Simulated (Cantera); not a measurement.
A closed system holds: 1 mol SiCl₄, 0.15 mol N₂O, held at 0.160 bar.

Method: chemical equilibrium by Gibbs-energy minimisation in Cantera with the NASA 1993 tables (ideal gas, pure condensed phases). Candidate condensed phases: Si, SiO₂, Si₂N₂O, Si₃N₄; 23 gas species. The tables' values for SiCl₃ are old estimates; treat these amounts as uncertain. The tables hold silica as quartz up to 1696 K and as liquid above; real silica turns to tridymite and cristobalite and melts near 1996 K. The numbers say what is thermodynamically allowed, not how fast it happens.

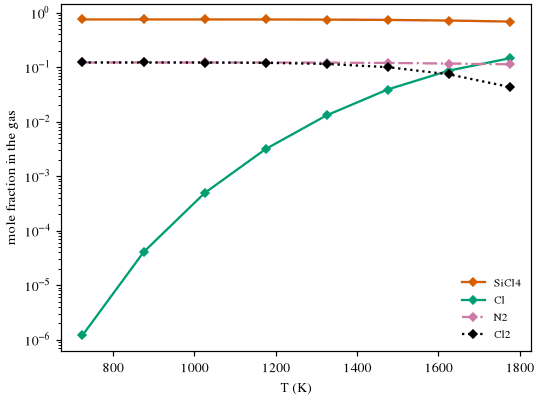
*Equilibrium gas composition (values under 1e-9 drawn at 1e-9)*

**Question.** Read off the mole fractions at 1625 K.

**Answer.** SiCl₄ about 0.72, N₂ about 0.12, Cl about 0.087, Cl₂ about 0.074.
